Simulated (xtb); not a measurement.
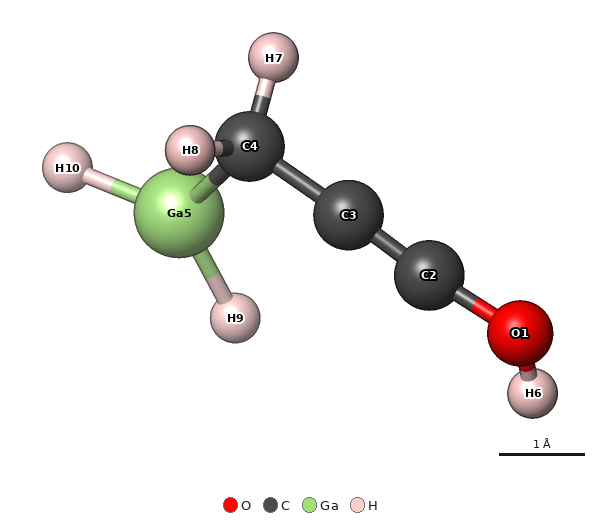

Figure 1. The structure (ball-and-stick view, seen at a tilt; atoms are numbered from 1 in the order of the input). Sticks mark near contacts.

Run report: C3H5GaO, frequency calculation (part 1 of 2)

System: C3H5GaO.
Method: GFN2-xTB (xtb 6.7.1 later snapshot).

The geometry was optimised with GFN2-xTB.

Log
```
* xtb version 6.7.1
   ID    Z sym.   atoms
    1    8 o      1
    2    6 c      2-4
    3   31 ga     5
    4    1 h      6-10

           -------------------------------------------------
          |                Calculation Setup                |
           -------------------------------------------------

          program call               : xtb coord --hess --input xcontrol --gfn 2 -P 1
          coordinate file            : coord
          omp threads                :                     1

           -------------------------------------------------
          |                 G F N 2 - x T B                 |
           -------------------------------------------------

      * Hamiltonian:
        H0-scaling (s, p, d)           1.850000    2.230000    2.230000
        zeta-weighting                 0.500000
      * Dispersion:
        s8                             2.700000
        a1                             0.520000
        a2                             5.000000
        s9                             5.000000
      * Repulsion:
        kExp                           1.500000    1.000000
        rExp                           1.000000
      * Coulomb:
        alpha                          2.000000
        third order                    shell-resolved
        anisotropic                    true
        a3                             3.000000
        a5                             4.000000
        cn-shift                       1.200000
        cn-exp                         4.000000
        max-rad                        5.000000

          ...................................................
          :                      SETUP                      :
          :.................................................:
          :  # basis functions                  31          :
          :  # atomic orbitals                  30          :
          :  # shells                           16          :
          :  # electrons                        26          :
          :  max. iterations                   250          :
          :  Hamiltonian                  GFN2-xTB          :
          :  restarted?                      false          :
          :  GBSA solvation                  false          :
          :  PC potential                    false          :
          :  electronic temp.          300.0000000     K    :
          :  accuracy                    1.0000000          :
          :  -> integral cutoff          0.2500000E+02      :
          :  -> integral neglect         0.1000000E-07      :
          :  -> SCF convergence          0.1000000E-05 Eh   :
          :  -> wf. convergence          0.1000000E-03 e    :
          :  Broyden damping             0.4000000          :
          :  net charge                          0          :
          :  unpaired electrons                  0          :
          ...................................................

 iter      E             dE          RMSdq      gap      omega  full diag
   1    -14.2891064 -0.142891E+02  0.166E+01    3.54       0.0  T
   2    -14.3158337 -0.267273E-01  0.104E+01    3.90       1.0  T
   3    -14.2241809  0.916528E-01  0.349E+00    4.04       1.0  T
   4    -14.3091477 -0.849668E-01  0.158E+00    4.26       1.0  T
   5    -14.3267938 -0.176461E-01  0.403E-01    4.26       1.0  T
   6    -14.3270905 -0.296632E-03  0.123E-01    4.24       1.0  T
   7    -14.3271032 -0.127020E-04  0.448E-02    4.22       1.0  T
   8    -14.3271037 -0.479319E-06  0.205E-02    4.22       1.5  T
   9    -14.3271039 -0.234800E-06  0.527E-03    4.22       6.0  T
  10    -14.3271039 -0.205493E-07  0.215E-03    4.22      14.7  T
  11    -14.3271039 -0.242701E-08  0.752E-04    4.22      42.1  T
  12    -14.3271039 -0.259076E-09  0.103E-04    4.22     305.8  T

   *** convergence criteria satisfied after 12 iterations ***

         #    Occupation            Energy/Eh            Energy/eV
      -------------------------------------------------------------
         1        2.0000           -0.7126081             -19.3911
       ...           ...                  ...                  ...
         7        2.0000           -0.5228004             -14.2261
         8        2.0000           -0.4948991             -13.4669
         9        2.0000           -0.4903200             -13.3423
        10        2.0000           -0.4380965             -11.9212
        11        2.0000           -0.4187481             -11.3947
        12        2.0000           -0.3813607             -10.3774
        13        2.0000           -0.3786897             -10.3047 (HOMO)
        14                         -0.2235173              -6.0822 (LUMO)
        15                         -0.1907976              -5.1919
        16                         -0.1348788              -3.6702
        17                         -0.1319800              -3.5914
        18                         -0.0901034              -2.4518
       ...                                ...                  ...
        30                          1.4405164              39.1984
      -------------------------------------------------------------
                  HL-Gap            0.1551724 Eh            4.2225 eV
             Fermi-level           -0.3011035 Eh           -8.1934 eV

 SCC (total)                   0 d,  0 h,  0 min,  0.007 sec
 SCC setup                      ...        0 min,  0.000 sec (  1.358%)
 Dispersion                     ...        0 min,  0.000 sec (  0.829%)
 classical contributions        ...        0 min,  0.000 sec (  0.144%)
 integral evaluation            ...        0 min,  0.001 sec ( 13.140%)
 iterations                     ...        0 min,  0.004 sec ( 55.904%)
 molecular gradient             ...        0 min,  0.002 sec ( 27.303%)
 printout                       ...        0 min,  0.000 sec (  1.118%)

         :::::::::::::::::::::::::::::::::::::::::::::::::::::
         ::                     SUMMARY                     ::
         :::::::::::::::::::::::::::::::::::::::::::::::::::::
         :: total energy             -14.119635223960 Eh    ::
         :: gradient norm              0.000046101710 Eh/a0 ::
         :: HOMO-LUMO gap              4.222456217297 eV    ::
         ::.................................................::
         :: SCC energy               -14.327101506231 Eh    ::
         :: -> isotropic ES            0.028823908940 Eh    ::
         :: -> anisotropic ES          0.006058386028 Eh    ::
         :: -> anisotropic XC          0.002075709669 Eh    ::
         :: -> dispersion             -0.005335013435 Eh    ::
         :: repulsion energy           0.207466282271 Eh    ::
         :: add. restraining           0.000000000000 Eh    ::
         :: total charge              -0.000000000000 e     ::
         :::::::::::::::::::::::::::::::::::::::::::::::::::::

           -------------------------------------------------
          |                Numerical Hessian                |
           -------------------------------------------------
step length          :   0.05000
SCC accuracy         :   0.30000
Hessian scale factor :   1.00000
frozen atoms in %    :   0.00000    0
RMS gradient         :   0.00005
estimated CPU  time      0.01 min

writing file <hessian>, containing the non-mass-weighted Hessian matrix in atomic units (Eₕ/Bohr²).

 projected vibrational frequencies (cm⁻¹)
eigval :       -0.00    -0.00    -0.00    -0.00     0.00     0.00
eigval :       54.19    97.15   138.58   171.37   234.33   259.97
eigval :      299.91   352.93   390.65   519.73   590.55   695.75
eigval :      792.81  1056.27  1057.76  1159.11  1256.93  1401.70
eigval :     1514.16  1575.77  2423.66  2862.34  2879.11  3498.06
           -------------------------------------------------
          |                Property Printout                |
           -------------------------------------------------

    * Orbital Energies and Occupations

         #    Occupation            Energy/Eh            Energy/eV
      -------------------------------------------------------------
         1        2.0000           -0.7126086             -19.3911
         2        2.0000           -0.6333742             -17.2350
         3        2.0000           -0.6123429             -16.6627
         4        2.0000           -0.5881059             -16.0032
         5        2.0000           -0.5562315             -15.1358
         6        2.0000           -0.5461152             -14.8606
         7        2.0000           -0.5228010             -14.2261
         8        2.0000           -0.4948993             -13.4669
         9        2.0000           -0.4903201             -13.3423
        10        2.0000           -0.4380965             -11.9212
        11        2.0000           -0.4187478             -11.3947
        12        2.0000           -0.3813610             -10.3774
        13        2.0000           -0.3786898             -10.3047 (HOMO)
        14                         -0.2235170              -6.0822 (LUMO)
        15                         -0.1907973              -5.1919
        16                         -0.1348789              -3.6702
        17                         -0.1319803              -3.5914
        18                         -0.0901031              -2.4518
        19                         -0.0430401              -1.1712
        20                         -0.0202885              -0.5521
        21                          0.0259833               0.7070
        22                          0.0335969               0.9142
        23                          0.1567533               4.2655
        24                          0.1792242               4.8769
       ...                                ...                  ...
        30                          1.4405163              39.1984
      -------------------------------------------------------------
                  HL-Gap            0.1551728 Eh            4.2225 eV
             Fermi-level           -0.3011034 Eh           -8.1934 eV

     #   Z          covCN         q      C6AA      α(0)
     1   8          1.660    -0.338    19.678     5.988
     2   6          1.836     0.083    29.069     8.710
     3   6          2.040    -0.082    33.241     9.312
     4   6          3.677    -0.089    22.440     6.787
     5  31          2.718     0.153   214.839    32.870
     6   1          0.805     0.306     0.705     1.318
     7   1          0.924     0.075     2.033     2.230
     8   1          0.924     0.075     2.033     2.230
     9   1          0.895    -0.096     5.428     3.646
    10   1          0.892    -0.087     5.146     3.550

 Mol. C6AA /au·bohr⁶  :       1821.844734
 Mol. C8AA /au·bohr⁸  :      81462.796698
 Mol. α(0) /au        :         76.640905

Wiberg/Mayer (AO) data.
largest (>0.10) Wiberg bond orders for each atom

 ---------------------------------------------------------------------------
     #   Z sym  total        # sym  WBO       # sym  WBO       # sym  WBO
```
